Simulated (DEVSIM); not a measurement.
System: abrupt Si p-n junction, at 250 K.

```
layer (left to right)  material  thickness (μm)  Nd (cm⁻³)  Na (cm⁻³)  τn (s)  τp (s)
---------------------  --------  --------------  ---------  ---------  ------  ------
1                            Si           0.900          -     6.4e15  1.7e-7  1.7e-7
2                            Si            76.0     4.2e14          -  1.7e-7  1.7e-7
```

Left contact: ohmic. Right contact: ohmic. Voltage is applied to the left contact. Recombination: SRH at mid-gap. Mobility is constant in doping.

Constants are typed, rounded textbook-type inputs, not results; the design itself was drawn at random and stands for no fabricated device. Values at 300 K; Nc and Nv go as T^1.5, mobilities as T to minus their exponent, the gap by Varshni's rule with the affinity fixed.

| parameter | Si |
|---|---|
| gap (eV) | 1.124 |
| affinity (eV) | 4.05 |
| permittivity | 11.7 |
| Nc (cm⁻³) | 2.86e19 |
| Nv (cm⁻³) | 3.1e19 |
| μn (cm²/Vs) | 1417 |
| μp (cm²/Vs) | 470 |
| T exponent of μn | 2.3 |
| T exponent of μp | 2.2 |
| Varshni α (eV/K) | 0.000473 |
| Varshni β (K) | 636 |

DEVSIM, 1D drift-diffusion, Boltzmann statistics, complete ionisation; no tunnelling, impact ionisation, image-force lowering or self-heating.

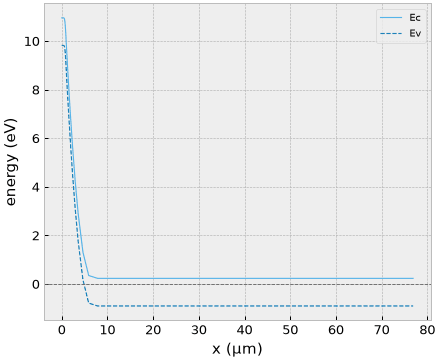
Fig. 1. Band edges at -10.0 V on the left contact

Energies count from the Fermi level of the right contact; mesh points crowd at the junctions.

```tsv
x (μm)	Ec (eV)	Ev (eV)	n (cm⁻³)	p (cm⁻³)	field (V/cm)
0.000	10.959	9.823	< 1e2	6.4e15	≈ 0
0.03399	10.959	9.823	< 1e2	6.4e15	≈ 0
0.1189	10.959	9.823	< 1e2	6.4e15	≈ 0
0.3120	10.959	9.823	< 1e2	6.4e15	-26
0.7140	10.779	9.643	< 1e2	1.5e12	-18000
0.8350	10.492	9.356	< 1e2	2500000	-30000
0.8882	10.320	9.184	< 1e2	5300	-35000
0.9281	10.177	9.041	< 1e2	4300	-36000
1.009	9.888	8.752	< 1e2	4300	-35000
1.203	9.215	8.079	130	4200	-34000
1.678	7.667	6.531	320	4100	-31000
3.603	2.897	1.760	1700	3500	-19000
7.846	0.234	-0.902	4.2e14	< 1e2	≈ 0
17.98	0.234	-0.902	4.2e14	< 1e2	≈ 0
51.64	0.234	-0.902	4.2e14	< 1e2	≈ 0
66.62	0.234	-0.902	4.2e14	< 1e2	≈ 0
72.72	0.234	-0.902	4.2e14	< 1e2	≈ 0
75.28	0.234	-0.902	4.2e14	< 1e2	≈ 0
76.44	0.234	-0.902	4.2e14	< 1e2	≈ 0
76.73	0.234	-0.902	4.2e14	< 1e2	≈ 0
76.84	0.234	-0.902	4.2e14	< 1e2	≈ 0
76.90	0.234	-0.902	4.2e14	< 1e2	≈ 0
```
